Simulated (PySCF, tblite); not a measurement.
# C₄H₁₂BNO: geometry, infrared bands and NMR shifts

Wanted: the infrared bands and NMR shifts of C₄H₁₂BNO (`CC(C)COBN`), by calculation.

The runs use tblite 0.8.0 and PySCF 2.14.0, with density-fitted response routines of our own; the level of theory stands in each step. All values are computed, except where a source is named. Atoms count from 0, in the outputs and in this text.

## 1. The starting structure

19 atoms, charge 0, multiplicity 1; geometry from: force field or distance geometry start.

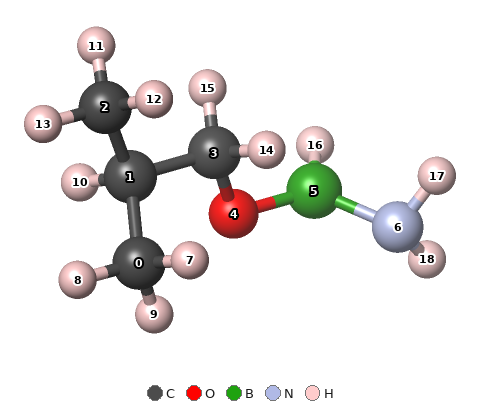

The starting geometry (carbon dark grey, oxygen red, boron green, nitrogen light blue, hydrogen pink), atoms numbered.

## 2. Geometry optimisation with GFN2-xTB

What the job is given:

```
{"job": {"kind": "relax", "xc": "GFN2-xTB", "basis": "xTB"}, "charge": 0, "multiplicity": 1}
C     -1.578200    -1.268400    -0.091600
C     -1.158200     0.122900    -0.603100
C     -2.140700     1.183800    -0.125100
C      0.267200     0.468900    -0.124700
O      1.183300    -0.461600    -0.659200
B      2.530900    -0.135400    -0.183600
N      3.066700    -0.784200     1.082400
H     -1.580100    -1.292900     1.024400
H     -2.604200    -1.505500    -0.454000
H     -0.902900    -2.050400    -0.468100
H     -1.161400     0.102200    -1.707700
H     -1.864700     2.179000    -0.528200
H     -2.182500     1.243600     0.991300
H     -3.164900     0.948900    -0.504000
H      0.282000     0.440500     1.002800
H      0.506600     1.498200    -0.444900
H      3.217500     0.619500    -0.786700
H      3.325800    -0.020600     1.739200
H      3.948000    -1.279300     0.833400
```

Run with:

```sh
> OMP_NUM_THREADS=1 python probes_run.py task.json out
```

The driver reads the jobs from task.json and runs them one after another.

The log of the run:

```text
step      E/eV     max force
  0    -623.41981    2.663
  1    -623.63613    1.594
  2    -623.72197    0.842
  3    -623.73782    0.433
  4    -623.74998    0.281
  5    -623.75492    0.319
  6    -623.77261    0.342
  7    -623.78678    0.396
  8    -623.80341    0.477
  9    -623.82271    0.507
 10    -623.85611    0.809
 11    -623.90259    1.051
 12    -623.98261    1.019
 13    -624.09006    0.712
 14    -624.12704    1.622
 15    -624.23926    1.346
 16    -624.34910    0.770
 17    -624.45681    0.905
 18    -624.48765    1.277
 19    -624.57508    0.716
 20    -624.63020    0.738
 21    -624.66947    0.576
 22    -624.72216    0.700
 23    -624.76902    0.790
 24    -624.82881    0.664
 25    -624.86968    0.577
 26    -624.90203    0.553
 27    -624.92556    0.497
 28    -624.94831    0.372
 29    -624.96589    0.357
 30    -624.97839    0.539
 31    -624.99387    0.381
 32    -625.01458    0.338
 33    -625.03718    0.413
 34    -625.05400    0.520
 35    -625.06990    0.635
 36    -625.08886    0.518
 37    -625.10832    0.434
 38    -625.12499    0.337
 39    -625.13910    0.350
 40    -625.15327    0.343
 41    -625.16742    0.350
 42    -625.17658    0.226
 43    -625.18214    0.148
 44    -625.18651    0.129
 45    -625.18927    0.126
 46    -625.19045    0.079
 47    -625.19120    0.063
 48    -625.19201    0.069
 49    -625.19280    0.070
 50    -625.19346    0.082
 51    -625.19401    0.048
 52    -625.19451    0.067
 53    -625.19498    0.054
 54    -625.19538    0.048
 55    -625.19576    0.044
 56    -625.19620    0.060
 57    -625.19670    0.077
 58    -625.19720    0.064
 59    -625.19765    0.058
 60    -625.19810    0.059
 61    -625.19864    0.066
 62    -625.19937    0.095
 63    -625.20032    0.095
 64    -625.20137    0.087
 65    -625.20242    0.093
 66    -625.20355    0.094
 67    -625.20502    0.104
 68    -625.20699    0.108
 69    -625.20908    0.114
 70    -625.21080    0.118
 71    -625.21256    0.091
 72    -625.21421    0.191
 73    -625.21568    0.082
 74    -625.21706    0.069
 75    -625.21802    0.092
 76    -625.21886    0.104
 77    -625.21960    0.065
 78    -625.22045    0.057
 79    -625.22128    0.062
 80    -625.22195    0.055
 81    -625.22238    0.044
 82    -625.22266    0.039
 83    -625.22289    0.033
 84    -625.22316    0.040
 85    -625.22347    0.056
 86    -625.22379    0.041
 87    -625.22411    0.043
 88    -625.22449    0.051
 89    -625.22504    0.075
 90    -625.22576    0.058
 91    -625.22652    0.133
 92    -625.22727    0.069
 93    -625.22811    0.060
 94    -625.22889    0.048
 95    -625.22952    0.053
 96    -625.22996    0.044
 97    -625.23017    0.030
 98    -625.23032    0.023
 99    -625.23044    0.027
100    -625.23057    0.029
101    -625.23071    0.028
102    -625.23088    0.026
103    -625.23110    0.028
104    -625.23134    0.029
105    -625.23151    0.031
106    -625.23163    0.026
107    -625.23173    0.025
108    -625.23184    0.021
109    -625.23195    0.018
110    -625.23202    0.017
111    -625.23205    0.014
112    -625.23208    0.012
113    -625.23211    0.014
114    -625.23214    0.015
115    -625.23218    0.019
116    -625.23222    0.021
117    -625.23228    0.020
118    -625.23234    0.016
119    -625.23240    0.019
120    -625.23246    0.021
121    -625.23253    0.021
122    -625.23260    0.018
123    -625.23267    0.018
124    -625.23272    0.019
125    -625.23277    0.018
126    -625.23281    0.014
127    -625.23285    0.015
128    -625.23289    0.013
129    -625.23291    0.012
130    -625.23295    0.013
131    -625.23299    0.021
132    -625.23305    0.025
133    -625.23310    0.018
134    -625.23314    0.012
135    -625.23316    0.011
136    -625.23319    0.013
137    -625.23322    0.013
138    -625.23325    0.012
139    -625.23328    0.012
140    -625.23330    0.011
141    -625.23332    0.013
142    -625.23334    0.011
143    -625.23337    0.013
144    -625.23342    0.021
145    -625.23350    0.033
146    -625.23365    0.047
147    -625.23393    0.062
148    -625.23442    0.072
149    -625.23511    0.091
150    -625.23614    0.108
151    -625.23702    0.205
152    -625.23720    0.122
153    -625.23878    0.087
154    -625.23915    0.154
155    -625.24014    0.105
156    -625.24150    0.075
157    -625.24282    0.081
158    -625.24350    0.132
159    -625.24253    0.416
160    -625.24542    0.081
161    -625.24608    0.075
162    -625.24660    0.044
163    -625.24731    0.044
164    -625.24753    0.060
165    -625.24784    0.051
166    -625.24826    0.038
167    -625.24849    0.037
168    -625.24866    0.030
169    -625.24884    0.027
170    -625.24892    0.050
171    -625.24899    0.021
172    -625.24904    0.009
```

Run time: 2.7 s. Hardware: 1 thread of Intel Xeon at 2.50GHz, shared host.

Relaxation path: (not every step is listed)

```
step  energy from step 0 (eV)  largest force (eV/Å)
   0                   0.0000                2.6634
   1                  -0.2163                1.5938
   2                  -0.3022                0.8423
   3                  -0.3180                0.4328
   4                  -0.3302                0.2808
   5                  -0.3351                0.3190
   6                  -0.3528                0.3424
   7                  -0.3670                0.3964
   8                  -0.3836                0.4767
  23                  -1.3492                0.7897
  38                  -1.7052                0.3366
  53                  -1.7752                0.0536
  68                  -1.7872                0.1076
  83                  -1.8031                0.0325
  98                  -1.8105                0.0228
 113                  -1.8123                0.0145
 128                  -1.8131                0.0129
 143                  -1.8136                0.0127
 158                  -1.8237                0.1316
 167                  -1.8287                0.0372
 168                  -1.8288                0.0302
 169                  -1.8290                0.0267
 170                  -1.8291                0.0500
 171                  -1.8292                0.0208
 172                  -1.8292                0.0091
```

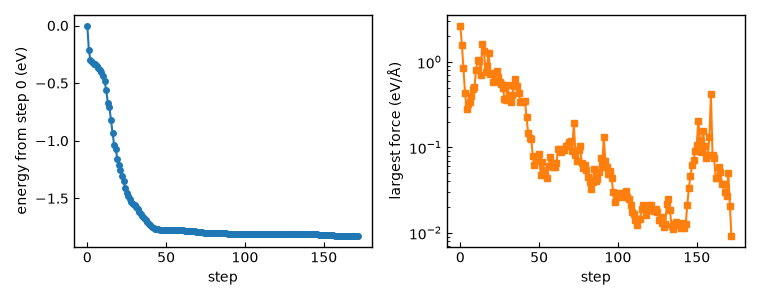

Energy and largest force along the relaxation.

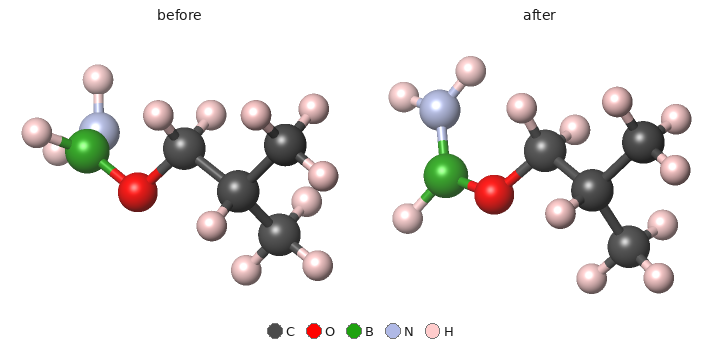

Before and after, at one scale.

Close pairs (by a distance rule), those that changed most:

```
  bond  before (Å)  after (Å)  change (Å)
 B5–N6       1.520      1.401      -0.119
 O4–B5       1.466      1.350      -0.116
N6–H18       1.041      1.003      -0.038
N6–H17       1.040      1.005      -0.035
C2–H12       1.119      1.088      -0.030
C2–H13       1.117      1.087      -0.030
C3–H14       1.128      1.100      -0.028
 C0–H7       1.116      1.088      -0.028
```

The end geometry stands in the next job.

## 3. Vibrational analysis with GFN2-xTB

What the job is given:

```
{"job": {"kind": "ir", "xc": "GFN2-xTB", "basis": "xTB"}, "charge": 0, "multiplicity": 1}
C     -1.590225    -1.254794    -0.376483
C     -1.096691     0.179426    -0.543690
C     -2.077277     1.170598     0.075722
C      0.293028     0.333673     0.086203
O      1.210861    -0.488468    -0.593768
B      2.511539    -0.609046    -0.253965
N      3.116743     0.076673     0.807928
H     -1.741686    -1.481841     0.677187
H     -2.531552    -1.399289    -0.901514
H     -0.853090    -1.944791    -0.778201
H     -0.995446     0.391437    -1.612801
H     -1.721739     2.192409    -0.038017
H     -2.203684     0.966144     1.137135
H     -3.048587     1.090009    -0.406137
H      0.247153     0.052467     1.148399
H      0.613222     1.384010     0.023287
H      3.140261    -1.345479    -0.912768
H      2.633407     0.726563     1.402975
H      4.083959    -0.030449     1.051048
```

The log of the run:

```text
mode    cm-1     km/mol
  1      34.3      2.11
  2      88.0      4.26
  3     124.9      1.31
  4     202.5      0.05
  5     223.1      0.26
  6     245.2      0.30
  7     279.3      0.05
  8     343.9      0.63
  9     412.9      0.91
 10     449.0      0.06
 11     457.7    221.22
 12     511.6     20.28
 13     526.9      5.90
 14     798.0     59.23
 15     843.8     18.80
 16     882.1     11.33
 17     921.6      5.66
 18     945.2      0.68
 19     953.0      3.67
 20     990.9      2.32
 21     996.1      5.07
 22    1073.7     16.42
 23    1155.5      3.12
 24    1156.6     32.19
 25    1165.4     81.09
 26    1187.7     16.81
 27    1242.2      5.73
 28    1292.6     31.99
 29    1327.3    388.33
 30    1335.3     51.07
 31    1361.1     84.67
 32    1403.6      4.24
 33    1417.7      1.78
 34    1477.1      0.45
 35    1495.6      1.21
 36    1497.2      0.56
 37    1504.9      2.51
 38    1507.5      5.61
 39    1538.5    138.45
 40    2628.6    184.40
 41    2850.9     70.30
 42    2875.7     52.08
 43    2948.0     39.40
 44    3022.8      2.29
 45    3028.6     96.31
 46    3030.5     22.82
 47    3035.2     44.38
 48    3041.7     45.10
 49    3052.0     20.36
 50    3511.5      1.97
 51    3561.0      1.34
```

Wall time 1.5 s (1 thread of Intel Xeon at 2.50GHz, shared host).

The strongest bands and the atoms that carry them (share of the mass-weighted mode):

```
cm⁻¹  km/mol                                 atoms
 458   221.2           H18 48 %, H17 29 %, N6 21 %
1165    81.1             O4 32 %, B5 18 %, C3 15 %
1327   388.3                               B5 42 %
1361    84.7  H14 25 %, H15 18 %, B5 15 %, C3 11 %
1538   138.4           H17 40 %, H18 39 %, N6 15 %
2629   184.4                              H16 92 %
2851    70.3                    H15 49 %, H14 42 %
3029    96.3                     H12 46 %, H7 32 %
```

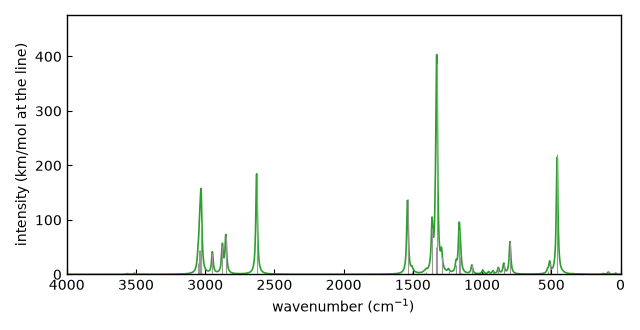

The infrared spectrum from these modes, unscaled. Lines are broadened to a width of 14 cm⁻¹ (Lorentzian).

## 4. NMR shieldings: PBE0/pcSseg-1

The job, as its differences from that of step 3:

```diff
@@ -1,2 +1,2 @@
-{"job": {"kind": "ir", "xc": "GFN2-xTB", "basis": "xTB"}, "charge": 0, "multiplicity": 1}
+{"job": {"kind": "nmr", "xc": "PBE0", "basis": "pcSseg-1"}, "charge": 0, "multiplicity": 1}
 C     -1.590225    -1.254794    -0.376483
```

Level: GIAO PBE0/pcSseg-1 NMR shielding, non-relativistic, gas phase.

The log of the run:

```text
coarse grid: 15024 points
cycle   1  E = -313.9994529636  dE =  6.769e-01  |g| = 6.986e-01  |ddm| = 3.554e+00
cycle   2  E = -313.9220035445  dE =  7.745e-02  |g| = 9.638e-01  |ddm| = 1.329e+00
cycle   3  E = -314.1001912238  dE = -1.782e-01  |g| = 1.257e-01  |ddm| = 8.368e-01
cycle   4  E = -314.1028898552  dE = -2.699e-03  |g| = 3.942e-02  |ddm| = 9.402e-02
cycle   5  E = -314.1031862190  dE = -2.964e-04  |g| = 1.167e-02  |ddm| = 3.203e-02
cycle   6  E = -314.1032160183  dE = -2.980e-05  |g| = 2.595e-03  |ddm| = 9.226e-03
cycle   7  E = -314.1032174233  dE = -1.405e-06  |g| = 5.830e-04  |ddm| = 1.954e-03
final grid: 142704 points
cycle   8  E = -314.1525142768  dE = -5.033e-05  |g| = 1.237e-02  |ddm| = 3.327e-02
cycle   9  E = -314.1524856991  dE =  2.858e-05  |g| = 1.749e-02  |ddm| = 1.954e-02
cycle  10  E = -314.1525466709  dE = -6.097e-05  |g| = 1.892e-03  |ddm| = 1.153e-02
cycle  11  E = -314.1525474438  dE = -7.729e-07  |g| = 2.546e-04  |ddm| = 1.689e-03
cycle  12  E = -314.1525474561  dE = -1.231e-08  |g| = 9.160e-05  |ddm| = 2.851e-04
cycle  13  E = -314.1525474581  dE = -1.957e-09  |g| = 2.012e-05  |ddm| = 8.594e-05
cycle  14  E = -314.1525474582  dE = -8.015e-11  |g| = 6.063e-06  |ddm| = 1.934e-05
converged SCF energy = -314.1525474582

GIAO shielding tensors (ppm)
atom      isotropic    diamagn.    paramagn.     s11        s22        s33       span
  0 C      165.321     248.109     -82.788    148.451    160.920    186.593     38.142
  1 C      152.398     245.332     -92.934    142.361    153.498    161.336     18.975
  2 C      166.577     247.742     -81.165    151.417    158.623    189.690     38.273
  3 C      114.890     249.129    -134.240     90.737    105.476    148.456     57.719
  4 O      213.682     395.593    -181.910    100.271    227.692    313.084    212.813
  5 B       75.907     195.740    -119.833     49.129     77.092    101.501     52.372
  6 N      191.754     320.094    -128.339    125.237    220.034    229.992    104.755
  7 H       31.385      31.187       0.197     28.344     28.967     36.843      8.498
  8 H       30.698      29.883       0.815     26.517     28.038     37.539     11.021
  9 H       29.682      30.764      -1.082     24.249     29.361     35.437     11.189
 10 H       29.833      32.340      -2.507     26.766     27.925     34.809      8.043
 11 H       30.759      30.254       0.505     26.192     28.422     37.662     11.470
 12 H       31.210      30.669       0.541     27.745     29.206     36.679      8.934
 13 H       30.547      29.184       1.363     26.236     28.116     37.287     11.051
 14 H       28.580      34.538      -5.958     24.318     30.321     31.102      6.784
 15 H       27.941      33.822      -5.882     22.914     30.274     30.634      7.720
 16 H       27.570      30.470      -2.900     24.369     27.772     30.570      6.201
 17 H       29.047      34.010      -4.963     22.910     27.998     36.235     13.326
 18 H       28.782      28.743       0.040     23.930     24.846     37.572     13.642
```

It took 69 s on 1 thread of Intel Xeon at 2.50GHz, shared host; peak memory 0.75 GiB.

Shifts follow as δ = σ(reference) − σ, with reference shieldings (ppm) from runs at the same level and on the same kind of geometry: ¹H TMS 31.72, ¹³C TMS 186.9, ¹⁵N NH3 267.7, ¹⁷O H2O 336.1, ¹¹B BF3·OEt2 100.1. The references are single molecules in the gas phase, so shifts against H2O, NH3, PH3, H3PO4 or CFCl3 are not on the usual liquid scales and can be off by tens of ppm. Atoms listed in one row are averaged.

```
                    atoms                         environment  σ (ppm)  δ (ppm)  δ scaled to CDCl3
                       C3                 sp3 CH2 bonded to O    114.9     72.0               68.4
                       C1                              sp3 CH    152.4     34.5               31.8
                   C0, C2                       methyl carbon    165.9     21.0               18.6
                      H16  hydrogen on a boron bonded to N, O    27.57     4.15                  –
                 H14, H15  hydrogen on an sp3 CH2 bonded to O    28.26     3.46               3.36
                 H17, H18  hydrogen on a nitrogen bonded to B    28.91     2.80                  –
                      H10               hydrogen on an sp3 CH    29.83     1.88               1.88
H7, H8, H9, H11, H12, H13         hydrogen on a methyl carbon    30.71     1.00               1.05
                       O4               oxygen bonded to C, B    213.7    122.4                  –
                       B5             boron bonded to N, O, H     75.9     24.2                  –
                       N6           nitrogen bonded to B, 2 H    191.8     76.0                  –
```

The scaled column applies a straight-line fit of computed shieldings to shifts measured in CDCl3 (root-mean-square error 0.16 ppm for H, 1.9 ppm for C).

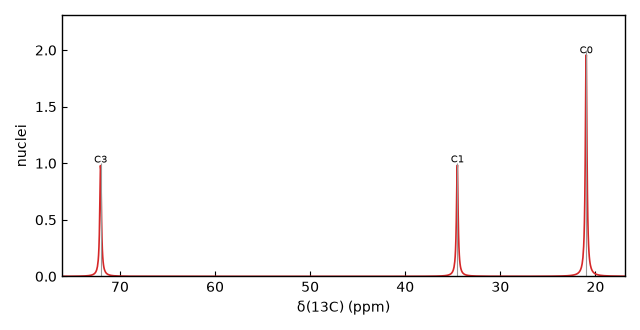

¹³C lines at the computed shifts, without couplings. Lines are broadened to a width of 0.20 ppm (Lorentzian).

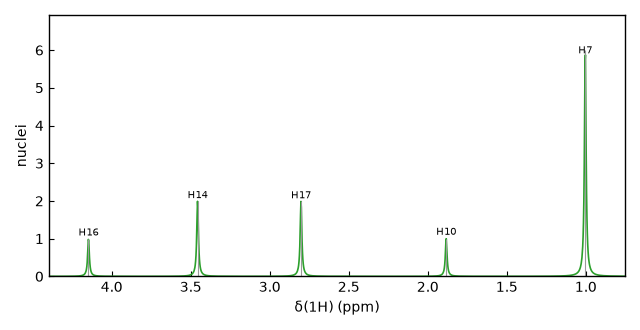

¹H lines at the computed shifts, without couplings. Lines are broadened to a width of 0.01 ppm (Lorentzian).

The run also stored atomic charges by several schemes (e):

```
 atoms  Mulliken    IAO  Hirshfeld  ESP fit
C0, C2     -0.22  -0.42      -0.12    -0.56
    C1     -0.38  -0.09      -0.02     0.38
    C3      0.11  -0.05       0.01     0.12
    O4     -0.51  -0.40      -0.17    -0.51
    B5      0.39   0.25       0.16     0.62
    N6     -0.49  -0.59      -0.26    -0.96
```

ESP fit charges:

C0 -0.48; C1 0.38; C2 -0.65; C3 0.12; O4 -0.51; B5 0.62; N6 -0.96; H7 0.12; H8 0.11; H9 0.12; H10 0.00; H11 0.14; H12 0.14; H13 0.18; H14 0.04; H15 0.04; H16 -0.16; H17 0.37; H18 0.38

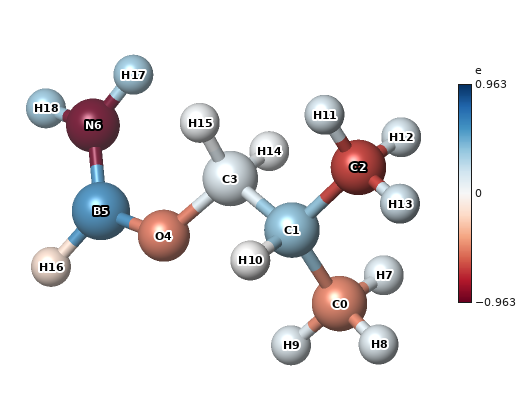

ESP fit charges, as colours on the atoms.

Mayer bond orders: C0–C1 1.03, C1–C2 1.03, C1–C3 1.01, C3–O4 0.88, O4–B5 1.15, B5–N6 1.26.

## 5. Results

| quantity | value |
| --- | --- |
| strongest single infrared mode (GFN2-xTB) | 1327 cm⁻¹, 388 km/mol |
| zero-point energy (GFN2-xTB) | 102.9 kcal/mol |
| ¹³C shifts against TMS (PBE0/pcSseg-1, means over atoms taken as alike) | 72.0, 34.5, 21.0 ppm |
| ¹H shifts against TMS (PBE0/pcSseg-1, means over atoms taken as alike) | 4.15, 3.46, 2.80, 1.88, 1.00 ppm |
| ¹⁷O shifts against H2O (PBE0/pcSseg-1) | 122.4 ppm |
| ¹¹B shifts against BF3·OEt2 (PBE0/pcSseg-1) | 24.2 ppm |
| ¹⁵N shifts against NH3 (PBE0/pcSseg-1) | 76.0 ppm |

What this shows: The optimisation took 172 steps and gained 1.829 eV; among the close pairs (by a distance rule), B5–N6 changed most, from 1.520 to 1.401 Å. No mode is imaginary among the 51: a minimum at this level. The strongest single mode, at 1327 cm⁻¹, is spread over many atoms; the largest shares are those of B5. Unscaled tight-binding wavenumbers are off by several per cent, some by more. Its intensities can rank the bands wrongly. At PBE0/pcSseg-1: The largest span, 213 ppm, is at O4, where the paramagnetic term is -182 ppm.
